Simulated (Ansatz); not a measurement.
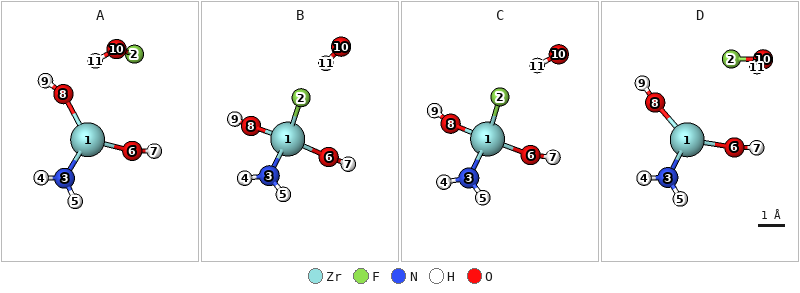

4 geometries from a converged minimum-energy path of ZrNH5O3F (multiplicity 2), shuffled. Style: ball-and-stick. Shown from a free direction.

These are results of Ansatz 0.2.0, UHF/def2-SVP, not measurements. Set-up: 7 movable images; climbing image; force threshold 0.05 eV/Å; iteration limit 60; starting path through a guess of the saddle point.

**Which frame is the transition state?**

D. In order along the path, whose images run from 0 to 8: B (image 0, 0.00 eV), C (image 2, +0.05 eV), D (image 5, +5.69 eV), A (image 7, +5.46 eV). Forming: F2–O10 (2.85 → 1.36 at the top → 1.39 Å).

Limits of the set-up: Hartree-Fock leaves out electron correlation.

Cost: 15 min on 4 threads of Arm Neoverse V2 (shared host), peak memory 0.4 GiB.
